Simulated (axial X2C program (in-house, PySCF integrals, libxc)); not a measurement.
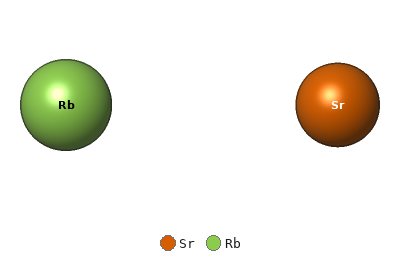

Fig. 1: The molecule at the reference distance of 4.668 Å.

Run report: SrRb, relativistic diatomic calculation

SrRb, single determinant with Ω = 1/2. Computed at this level: PBE0, two-component X2C with atomic mean-field Coulomb and Gaunt terms, Sr dyall-cv3z, Rb dyall-cv3z (cores contracted) (axial X2C program (in-house, PySCF integrals, libxc)).

## Summary

- outcome: converged
- bond length rₑ: 4.631 Å
- ωₑ: 44.87 cm⁻¹
- energy at the minimum: −6157.44769 hartree
- depth below the fragments: 0.19 eV
- hardware: 1 thread of Arm Neoverse V1, 24 GiB of memory available, shared host
- wall time: 14 s
- peak memory: 0.85 GiB

## Notes

Limits: 9 of the 10 points asked for were kept.

## Input
```
{"zs": [38, 37], "q": 0, "bas": ["dyall-cv3z", "dyall-cv3z"], "levels": ["PBE0", "HF", "r2SCAN0"], "cc": true, "r0": 3.95, "thr": -1.0, "nmax": 90, "npts": 10, "nst": 2, "ntry": 6}
```

The line is the task of a batch: nuclear charges, charge, bases, the levels to run, a first guess of the distance and further settings. This report covers PBE0 with spin-orbit coupling. The log is that of the reference distance 4.668 Å, started from orbitals converged before.

The run was one of a batch that the task file lists, launched with:
```bash
python <driver script> task.json out
```

## Log
```
two-component X2C + atomic mean field  PBE0
basis functions 261  fitting functions 1357  grid points 5811
iter        total energy     max residual
   1      -6157.447677410     9.56e-05
   2      -6157.447677419     3.16e-05
   3      -6157.447677424     8.39e-06
converged
one-electron -8842.72548102  Coulomb 2735.23158047  exact exchange -50.89288903  xc functional -155.90640553  nuclear repulsion 159.38799455  atomic mean-field constant -2.54247686
```

## The points of the curve

```
R (Å)   E (hartree)  dipole (D; origin at the first atom, positive when the second is positive)  highest filled (eV)  lowest empty (eV)
4.061  −6157.444683                                                                        1.95                −2.72              −1.40
4.248  −6157.446512                                                                        2.05                −2.74              −1.42
4.388  −6157.447263                                                                        2.09                −2.76              −1.43
4.528  −6157.447617                                                                        2.11                −2.77              −1.44
4.668  −6157.447677                                                                        2.10                −2.78              −1.45
4.831  −6157.447486                                                                        2.08                −2.80              −1.46
4.995  −6157.447103                                                                        2.03                −2.82              −1.47
5.205  −6157.446457                                                                        1.95                −2.83              −1.47
5.462  −6157.445563                                                                        1.81                −2.85              −1.46
```

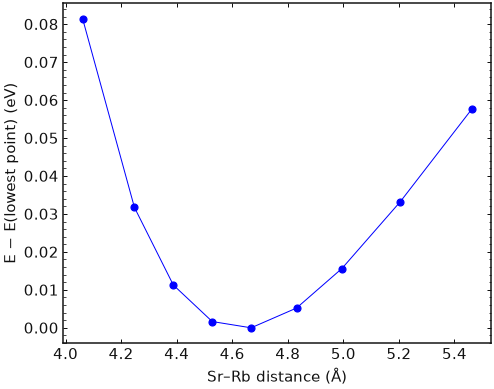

Fig. 2: Energy at 9 bond lengths, for one set of occupations held fixed; the line joins the points. A polynomial of degree 6 through 9 points gives rₑ = 4.631 Å, ωₑ = 44.87 cm⁻¹, ωₑxₑ = 0.28 cm⁻¹ and Bₑ = 0.01820 cm⁻¹. The minimum lies 0.19 eV below Sr + Rb, each computed as one determinant at the same level.

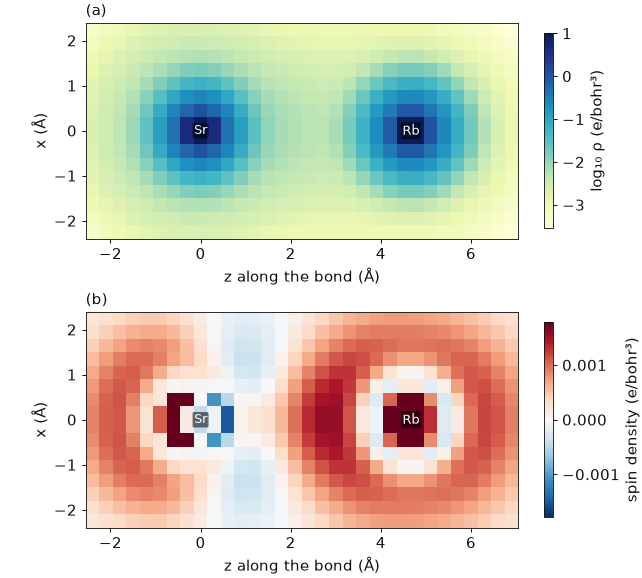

Fig. 3: (a) electron density on a logarithmic scale; (b) spin density, in a plane that holds the axis, at 4.67 Å, on points 0.3 Å apart (one half computed, the other mirrored); the structure near the nuclei is finer than these points.

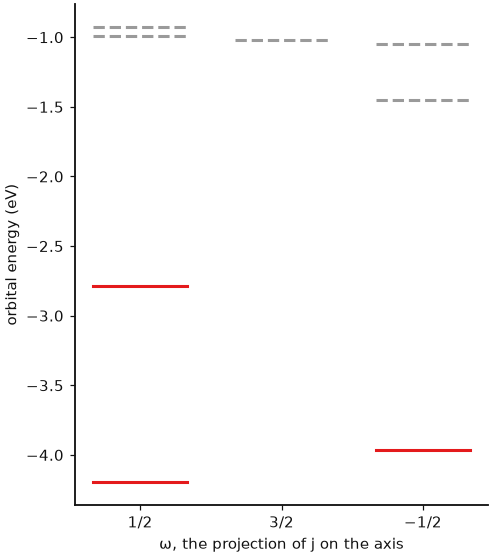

Fig. 4: Orbital energies near the frontier at 4.67 Å, filled (solid) and empty (dashed). The highest filled spinor (1/2; 56 % Rb s, 28 % Sr p) lies at −2.78 eV, the lowest empty one (−1/2; 52 % Rb s, 34 % Sr p) at −1.45 eV.
